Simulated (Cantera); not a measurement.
Input: 1 mol AlCl3, 0.26 mol O2, 490 mol H2, at 1898.15 K.

Cantera equilibrium calculation (NASA polynomials, part measured and part estimated; ideal gas, pure solids and liquids). Candidate condensed phases: Al, AlCl3, Al2O3, H2O; 29 gas species. The tables' values for AlCl2, AlOH are old estimates; treat these amounts as uncertain. Kinetics and transport are ignored.

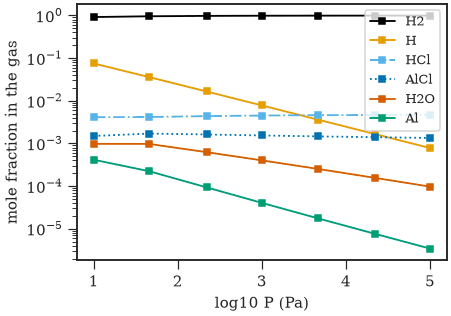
Figure: Equilibrium gas composition (values under 1e-9 drawn at 1e-9)

Task: Read off the mole fractions at 2.20 mbar.

Result: H2 about 0.98, H about 0.016, HCl about 0.0044, AlCl about 0.0016, H2O about 0.00062, Al about 9.3e-5.
